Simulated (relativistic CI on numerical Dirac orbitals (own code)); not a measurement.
# Pd⁴⁴⁺: one ion under different settings

How much do the settings matter for Pd⁴⁴⁺? One ion, several inputs.

Method: Dirac-Coulomb-Breit CI, KLI orbitals optimised for each configuration, model QED (radiative potential, 1s self-energy scaled to tabulated hydrogen-like ionisation energies), numerical settings as typed. Code: relativistic CI on numerical Dirac orbitals (own code) version 3.

### 1 The system

```
ion            : Pd⁴⁴⁺ (Pd XLV)
nuclear charge : 46
electrons      : 2
isotope        : A = 106
```

### 2 An attempt

Input settings:

```ini
atom Pd  Z=46  charge=44  electrons=2
nucleus A=106  rms_radius_fm=4.5318
hamiltonian dirac-coulomb  breit=on  qed=on  c_scale=0.2
orbitals kli  potential=per-configuration
slater_scale 1
correlation none
mixing on
grid step=0.0125 r_max=2.9
scf mixing=0.4 start=green max_iterations=60 tolerance=2e-08 node_fill=0.05
configurations
  1s2
  1s 2s
end
```

Launch:

```bash
> python run_levels.py task.json out
```

task.json lists these runs, among others, and the program works through them in turn.

Main fields of the result record, rounded:

```text
{
  "status": "not_converged",
  "warnings": ["SCF of 1s2 stopped: an orbital could not be found"],
  "scf_steps of the first configuration [iteration, E_Ha, residual, outer_eigenvalue_Ha]": [
    [0, "-", "-", "1s not found"]
  ]
}
```

Run time: 0.0036 s. Hardware: 1 thread, shared host.

Cause: the run ended without a result. During the SCF the search lost an orbital: no solution with the right number of nodes was found in that cycle's potential. The input had speed-of-light factor 0.2. The cure is to restore the usual settings.

### 3 With the usual settings

Input settings:

```ini
atom Pd  Z=46  charge=44  electrons=2
nucleus A=106  rms_radius_fm=4.5318
hamiltonian dirac-coulomb  breit=on  qed=on  c_scale=1
orbitals kli  potential=per-configuration
slater_scale 1
correlation none
mixing on
grid step=0.0125 r_max=2.9
scf mixing=0.4 start=green max_iterations=150 tolerance=2e-08 node_fill=0.05
configurations
  1s2
  1s 2s
end
```

Result record:

```text
{
  "status": "converged",
  "levels [i, E_cm, J2, conf, term, w_term, w_jj]": [
    [0, 0, 0, "1s2", "1S", 1, 1],
    [1, 1.73863e+08, 2, "1s 2s", "3S", 1, 1],
    [2, 1.7440346e+08, 0, "1s 2s", "1S", 1, 1]
  ],
  "total_energy [Ha]": -2146.0388781,
  "n_levels_all": 3,
  "overlap": 7.8549e-14,
  "scf_iterations": [7, 6],
  "orbital_energies [Ha]": {"1s": -1059.72},
  "configurations [conf, odd, states, E_av_Ha, breit_Ha, qed_Ha]": [
    ["1s2", 0, 1, -2149.224164, 1.314, 1.872],
    ["1s 2s", 0, 4, -1354.396396, 0.06501, 1.09]
  ],
  "scf_steps of the first configuration [iteration, E_Ha, residual, outer_eigenvalue_Ha]": [
    [1, -2149.098265, 0.85, -1088],
    [2, -2149.179054, 0.51, -1077],
    [3, -2149.224162, 0.00129, -1060],
    [4, -2149.224164, 0.000248, -1060],
    [5, -2149.224164, 2.65e-07, -1060],
    [6, -2149.224164, 5.89e-08, -1060],
    [7, -2149.224164, 2.01e-11, -1060]
  ]
}
```

Run time: 0.055 s. Hardware: 1 thread, shared host.

### 4 Speed-of-light factor 10

The settings differ from step 3 so:

```diff
@@ -2,3 +2,3 @@
 nucleus A=106  rms_radius_fm=4.5318
-hamiltonian dirac-coulomb  breit=on  qed=on  c_scale=1
+hamiltonian dirac-coulomb  breit=on  qed=on  c_scale=10
 orbitals kli  potential=per-configuration
```

Result record:

```text
{
  "status": "converged",
  "levels [i, E_cm, J2, conf, term, w_term]": [
    [0, 0, 0, "1s2", "1S", 1],
    [1, 1.6967709e+08, 2, "1s 2s", "3S", 1],
    [2, 1.7010845e+08, 0, "1s 2s", "1S", 1]
  ],
  "total_energy [Ha]": -2086.667762,
  "n_levels_all": 3,
  "overlap": 3.354e-14,
  "scf_iterations": [7, 6],
  "orbital_energies [Ha]": {"1s": -1029.68},
  "configurations [conf, odd, states, E_av_Ha, breit_Ha, qed_Ha]": [
    ["1s2", 0, 1, -2087.902379, 0.0127, 1.222],
    ["1s 2s", 0, 4, -1313.770365, 0.0006174, 0.703]
  ],
  "scf_steps of the first configuration [iteration, E_Ha, residual, outer_eigenvalue_Ha]": [
    [1, -2087.788287, 0.824, -1057],
    [2, -2087.861474, 0.494, -1046],
    [3, -2087.902377, 0.00117, -1030],
    [4, -2087.902379, 0.000241, -1030],
    [5, -2087.902379, 2.22e-07, -1030],
    [6, -2087.902379, 6.02e-08, -1030],
    [7, -2087.902379, 1.54e-11, -1030]
  ]
}
```

Wall time 0.065 s (1 thread, shared host).

With a scaled speed of light this is not the real ion; the QED potentials keep the true α and change only through the orbitals.

### 5 Speed-of-light factor 1.25, end of the grid 4.35, tolerance 0.0001

Input settings:

```ini
atom Pd  Z=46  charge=44  electrons=2
nucleus A=106  rms_radius_fm=4.5318
hamiltonian dirac-coulomb  breit=on  qed=on  c_scale=1.25
orbitals kli  potential=per-configuration
slater_scale 1
correlation none
mixing on
grid step=0.0125 r_max=4.35
scf mixing=0.4 start=green max_iterations=150 tolerance=0.0001 node_fill=0.05
configurations
  1s2
  1s 2s
end
```

Result record:

```text
{
  "status": "converged",
  "levels [i, E_cm, J2, conf, term, w_term]": [
    [0, 0, 0, "1s2", "1S", 1],
    [1, 1.722816e+08, 2, "1s 2s", "3S", 1],
    [2, 1.7278037e+08, 0, "1s 2s", "1S", 1]
  ],
  "total_energy [Ha]": -2123.6067424,
  "n_levels_all": 3,
  "overlap": 5.61442e-14,
  "scf_iterations": [5, 5],
  "orbital_energies [Ha]": {"1s": -1048.39},
  "configurations [conf, odd, states, E_av_Ha, breit_Ha, qed_Ha]": [
    ["1s2", 0, 1, -2126.091193, 0.8303, 1.655],
    ["1s 2s", 0, 4, -1339.061984, 0.04081, 0.9592]
  ],
  "scf_steps of the first configuration [iteration, E_Ha, residual, outer_eigenvalue_Ha]": [
    [1, -2125.969887, 0.84, -1077],
    [2, -2126.047718, 0.504, -1065],
    [3, -2126.091191, 0.00124, -1048],
    [4, -2126.091193, 0.000245, -1048],
    [5, -2126.091193, 2.48e-07, -1048]
  ]
}
```

Run time: 0.065 s. Hardware: 1 thread, shared host.

With a scaled speed of light this is not the real ion; the QED potentials keep the true α and change only through the orbitals.

### 6 Breit term off, start potential previous

Input settings:

```ini
atom Pd  Z=46  charge=44  electrons=2
nucleus A=106  rms_radius_fm=4.5318
hamiltonian dirac-coulomb  breit=off  qed=on  c_scale=1
orbitals kli  potential=per-configuration
slater_scale 1
correlation none
mixing on
grid step=0.0125 r_max=2.9
scf mixing=0.4 start=previous max_iterations=150 tolerance=2e-08 node_fill=0.05
configurations
  1s2
  1s 2s
end
```

Result record:

```text
{
  "status": "converged",
  "levels [i, E_cm, J2, conf, term, w_term]": [
    [0, 0, 0, "1s2", "1S", 1],
    [1, 1.7415131e+08, 2, "1s 2s", "3S", 1],
    [2, 1.7463403e+08, 0, "1s 2s", "1S", 1]
  ],
  "total_energy [Ha]": -2147.3520106,
  "n_levels_all": 3,
  "overlap": 7.89348e-14,
  "scf_iterations": [6, 6],
  "orbital_energies [Ha]": {"1s": -1059.72},
  "configurations [conf, odd, states, E_av_Ha, breit_Ha, qed_Ha]": [
    ["1s2", 0, 1, -2149.224164, 0, 1.872],
    ["1s 2s", 0, 4, -1354.396396, 0, 1.09]
  ],
  "scf_steps of the first configuration [iteration, E_Ha, residual, outer_eigenvalue_Ha]": [
    [1, -2148.724536, 0.523, -1042],
    [2, -2149.045185, 0.314, -1049],
    [3, -2149.224162, 0.00228, -1060],
    [4, -2149.224164, 0.000154, -1060],
    [5, -2149.224164, 6.47e-07, -1060],
    [6, -2149.224164, 8.91e-09, -1060]
  ]
}
```

It took 0.063 s on 1 thread, shared host.

### 7 Grid step 0.03

Input settings:

```ini
atom Pd  Z=46  charge=44  electrons=2
nucleus A=106  rms_radius_fm=4.5318
hamiltonian dirac-coulomb  breit=on  qed=on  c_scale=1
orbitals kli  potential=per-configuration
slater_scale 1
correlation none
mixing on
grid step=0.03 r_max=2.9
scf mixing=0.4 start=green max_iterations=150 tolerance=2e-08 node_fill=0.05
configurations
  1s2
  1s 2s
end
```

Result record:

```text
{
  "status": "converged",
  "levels [i, E_cm, J2, conf, term, w_term]": [
    [0, 0, 0, "1s2", "1S", 1],
    [1, 1.7386299e+08, 2, "1s 2s", "3S", 1],
    [2, 1.7440345e+08, 0, "1s 2s", "1S", 1]
  ],
  "total_energy [Ha]": -2146.0387731,
  "n_levels_all": 3,
  "overlap": 4.94787e-12,
  "scf_iterations": [7, 6],
  "orbital_energies [Ha]": {"1s": -1059.72},
  "configurations [conf, odd, states, E_av_Ha, breit_Ha, qed_Ha]": [
    ["1s2", 0, 1, -2149.224059, 1.314, 1.872],
    ["1s 2s", 0, 4, -1354.39633, 0.06501, 1.09]
  ],
  "scf_steps of the first configuration [iteration, E_Ha, residual, outer_eigenvalue_Ha]": [
    [1, -2149.098161, 0.85, -1088],
    [2, -2149.178949, 0.51, -1077],
    [3, -2149.224057, 0.00129, -1060],
    [4, -2149.224059, 0.000248, -1060],
    [5, -2149.224059, 2.65e-07, -1060],
    [6, -2149.224059, 5.89e-08, -1060],
    [7, -2149.224059, 2.01e-11, -1060]
  ]
}
```

Run time: 0.04 s. Hardware: 1 thread, shared host.

### 8 Slater scale 2

Input settings:

```ini
atom Pd  Z=46  charge=44  electrons=2
nucleus A=106  rms_radius_fm=4.5318
hamiltonian dirac-coulomb  breit=on  qed=on  c_scale=1
orbitals kli  potential=per-configuration
slater_scale 2
correlation none
mixing on
grid step=0.0125 r_max=2.9
scf mixing=0.4 start=green max_iterations=100 tolerance=2e-08 node_fill=0.05
configurations
  1s2
  1s 2s
end
```

Result record:

```text
{
  "status": "converged",
  "levels [i, E_cm, J2, conf, term, w_term]": [
    [0, 0, 0, "1s2", "1S", 1],
    [1, 1.7374234e+08, 2, "1s 2s", "3S", 1],
    [2, 1.7476545e+08, 0, "1s 2s", "1S", 1]
  ],
  "total_energy [Ha]": -2146.0388751,
  "n_levels_all": 3,
  "overlap": 7.8549e-14,
  "scf_iterations": [7, 6],
  "orbital_energies [Ha]": {"1s": -1059.72},
  "configurations [conf, odd, states, E_av_Ha, breit_Ha, qed_Ha]": [
    ["1s2", 0, 1, -2149.224164, 1.314, 1.872],
    ["1s 2s", 0, 4, -1354.396396, 0.06501, 1.09]
  ],
  "scf_steps of the first configuration [iteration, E_Ha, residual, outer_eigenvalue_Ha]": [
    [1, -2149.098265, 0.85, -1088],
    [2, -2149.179054, 0.51, -1077],
    [3, -2149.224162, 0.00129, -1060],
    [4, -2149.224164, 0.000248, -1060],
    [5, -2149.224164, 2.65e-07, -1060],
    [6, -2149.224164, 5.89e-08, -1060],
    [7, -2149.224164, 2.01e-11, -1060]
  ]
}
```

Wall time 0.063 s (1 thread, shared host).

A bad setting: its result is shown only for the comparison.

### 9 Comparison

| setting | total energy less usual (Ha) | largest shift of a level among the lowest eight of both runs, same label and place (cm⁻¹) | SCF iterations | time | lowest level | kind of change |
| --- | --- | --- | --- | --- | --- | --- |
| usual | 0 | 0 | 13 | 0.055 s | 1s2 1S0 | - |
| speed-of-light factor 10 | 59.4 | 4.30e+06 | 13 | 0.065 s | 1s2 1S0 | unphysical constant |
| speed-of-light factor 1.25, end of the grid 4.35, tolerance 0.0001 | 22.4 | 1.62e+06 | 10 | 0.065 s | 1s2 1S0 | unphysical constant |
| Breit term off, start potential previous | -1.31 | 288000 | 12 | 0.063 s | 1s2 1S0 | model term |
| grid step 0.03 | 0.000105 | 8.60 | 13 | 0.04 s | 1s2 1S0 | numerical |
| Slater scale 2 | 2.94e-06 | 362000 | 13 | 0.063 s | 1s2 1S0 | unsound |

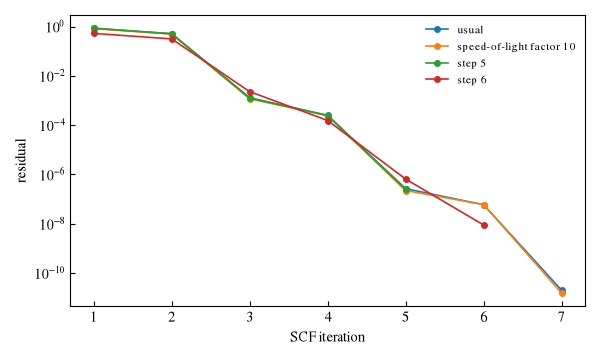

Residual of the first configuration's SCF.

### 10 Outcome

| quantity | value |
| --- | --- |
| lowest level, usual settings | 1s2 1S0 |
| total energy | -2146.0389 Ha |
| first excitation | 21.556 keV |
| runs without a result | 1 |

**Reading.** Among the runs whose levels can be followed, they move most under «speed-of-light factor 10» (unphysical constant), by up to 4.30e+06 cm⁻¹. Only the listed configurations are in the model.
